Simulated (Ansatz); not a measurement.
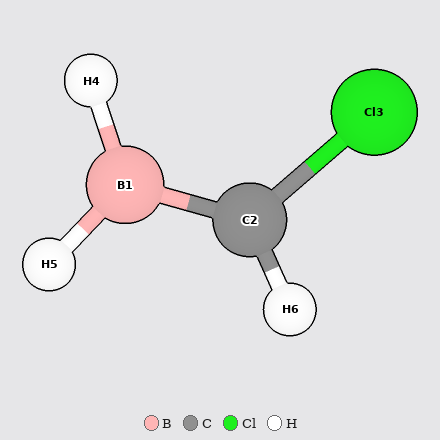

The system is CH₃BCl, SMILES B[CH-]Cl, charge −1; the picture shows the reference structure. First axis: angle H5–B1–C2. Second axis: angle H6–C2–B1. Nothing is relaxed (all other coordinates rigid). Grid: 15 × 15 points. Points are written as (first, second). Energies are in kJ/mol, from the relaxed molecule at the same level. Computed with Ansatz, RKS CAM-B3LYP-D4/def2-SVPD.

Its coordinates:

```xyz
6

B    -0.5501    0.0738   -0.5787
C     0.4307    0.1261    0.4735
Cl    1.2414   -1.3581    1.1735
H    -0.9322   -0.9600   -1.1014
H    -1.0284    1.1307   -0.9715
H     0.8386    0.9875    1.0046
```

Range: angle H5–B1–C2 from 93.0 to 143.0°; angle H6–C2–B1 from 104.7 to 154.7°.

**Predict the map.**

The lowest grid point is at (118.0°, 129.7°), 0 kJ/mol from the relaxed molecule at the same level. It is the only kind of minimum in the scanned range. The highest grid point, (93.0°, 154.7°), lies 102 kJ/mol above the lowest. Round the minimum the two coordinates are nearly uncoupled.

| angle H6–C2–B1 ↓, angle H5–B1–C2 → | 93.0 | 96.6 | 100.1 | 103.7 | 107.3 | 110.8 | 114.4 | 118.0 | 121.6 | 125.1 | 128.7 | 132.3 | 135.8 | 139.4 | 143.0 |
| --- | --- | --- | --- | --- | --- | --- | --- | --- | --- | --- | --- | --- | --- | --- | --- |
| 154.7 | 102 | 91 | 81 | 73 | 67 | 63 | 60 | 58 | 59 | 61 | 65 | 71 | 78 | 87 | 98 |
| 151.2 | 86 | 75 | 65 | 57 | 51 | 47 | 44 | 43 | 43 | 45 | 49 | 55 | 62 | 71 | 82 |
| 147.6 | 72 | 61 | 52 | 44 | 37 | 33 | 30 | 29 | 30 | 32 | 36 | 42 | 49 | 58 | 69 |
| 144.0 | 61 | 50 | 41 | 33 | 27 | 22 | 19 | 18 | 19 | 21 | 25 | 31 | 38 | 47 | 58 |
| 140.5 | 53 | 42 | 32 | 24 | 18 | 14 | 11 | 10 | 11 | 13 | 17 | 23 | 31 | 40 | 51 |
| 136.9 | 47 | 36 | 26 | 18 | 12 | 8 | 5 | 5 | 5 | 8 | 12 | 18 | 25 | 34 | 45 |
| 133.3 | 43 | 32 | 23 | 15 | 9 | 5 | 2 | 1 | 2 | 4 | 9 | 14 | 22 | 31 | 42 |
| 129.7 | 42 | 31 | 21 | 14 | 8 | 3 | 1 | 0 | 1 | 3 | 8 | 14 | 21 | 30 | 42 |
| 126.2 | 43 | 32 | 23 | 15 | 9 | 4 | 2 | 1 | 2 | 5 | 9 | 15 | 22 | 32 | 43 |
| 122.6 | 47 | 35 | 26 | 18 | 12 | 8 | 5 | 4 | 5 | 8 | 12 | 18 | 26 | 36 | 47 |
| 119.0 | 53 | 41 | 31 | 23 | 17 | 13 | 10 | 10 | 11 | 13 | 18 | 24 | 32 | 41 | 53 |
| 115.5 | 60 | 48 | 39 | 31 | 24 | 20 | 18 | 17 | 18 | 21 | 25 | 31 | 39 | 49 | 60 |
| 111.9 | 71 | 58 | 48 | 40 | 34 | 30 | 27 | 26 | 27 | 30 | 35 | 41 | 49 | 59 | 70 |
| 108.3 | 83 | 71 | 60 | 52 | 46 | 41 | 39 | 38 | 39 | 42 | 46 | 53 | 61 | 71 | 82 |
| 104.7 | 98 | 85 | 74 | 66 | 59 | 55 | 52 | 51 | 52 | 55 | 60 | 66 | 74 | 84 | 96 |

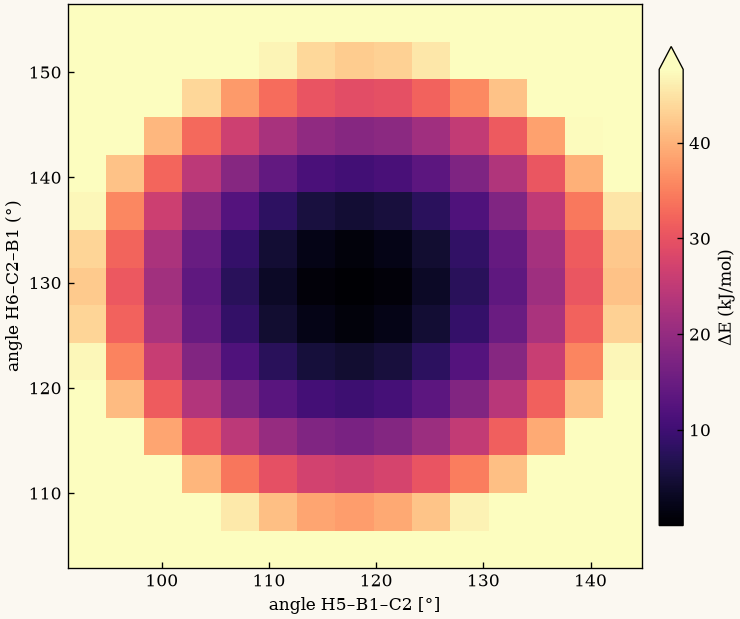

Drawn: one coloured cell a grid point, one colour for all values above the top of the scale.

Time for the 225 points that were run: 8.7 min on 1 thread of Arm Neoverse V2 (shared host).
